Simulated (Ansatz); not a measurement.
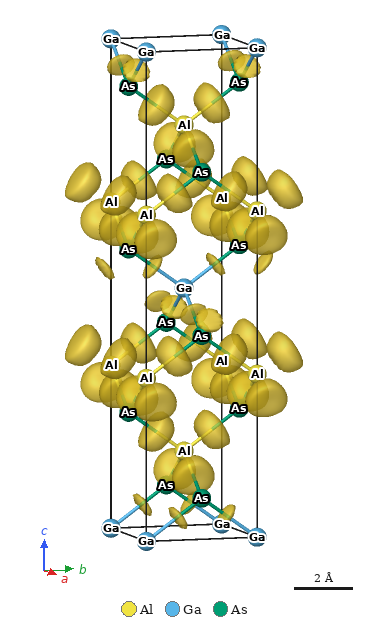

Figure. Al2GaAs3. Isosurface of the electron localisation function at 0.75 (yellow), seen slightly off an axis. Core shells and regions of very low density are left out. Sticks mark near contacts.

Space group I-4m2; a structure generated by program, which may or may not match a known phase; computed pressure about −2 GPa in this cell.

Method: DFT r2SCAN, scalar-relativistic, plane waves, PAW in Ansatz.

### Where are the electrons localised?

The surface consists of 16 regions between bonded Al–As atoms (shared pairs) and eight regions between bonded As–Ga atoms (shared pairs), counted in one cell of 12 atoms. Any copies at cell faces, edges or corners count once. Profiles from the grid: Al–As (2.48 Å): the ELF peaks at about 0.95 between the atoms; localised, covalent bonding. Ga–As (2.49 Å): the ELF peaks at about 0.80 between the atoms, as expected for a shared electron pair.
